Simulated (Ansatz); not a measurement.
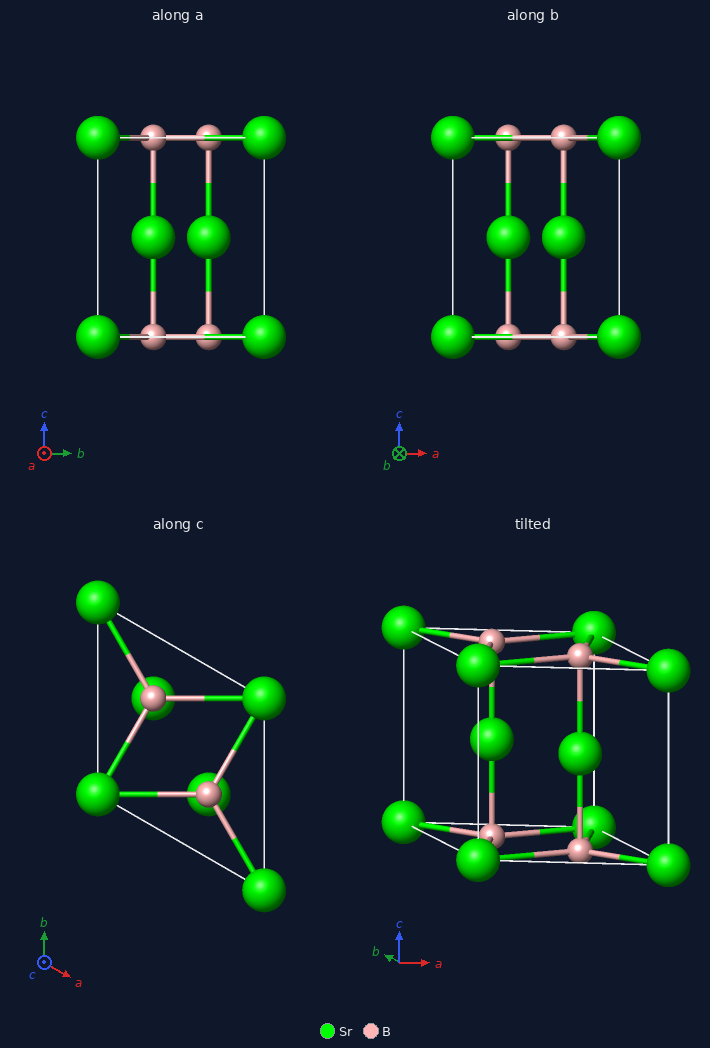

The crystal in a ball-and-stick representation, seen along the a axis, along the b axis, along the c axis and slightly off an axis. The conventional unit cell is outlined; an atom on or near a face, edge or corner is repeated at each equivalent position.

Lattice parameters: a = 5.404 Å, b = 5.404 Å, c = 5.610 Å, α = 90.00°, β = 90.00°, γ = 120.00°.

> From the views, write a table of Wyckoff sites.

Space group P6/mmm (No. 191).
```csv
atom,site,x,y,z
Sr,2d,0.3333,0.6667,0.5000
Sr,1a,0.0000,0.0000,0.0000
B,2c,0.3333,0.6667,0.0000
```

The structure comes from a random cell made by a generator, so it need not be a real form of the compound. Atoms and cell were optimised with DFT PBE, scalar-relativistic, plane waves, PAW in Ansatz.
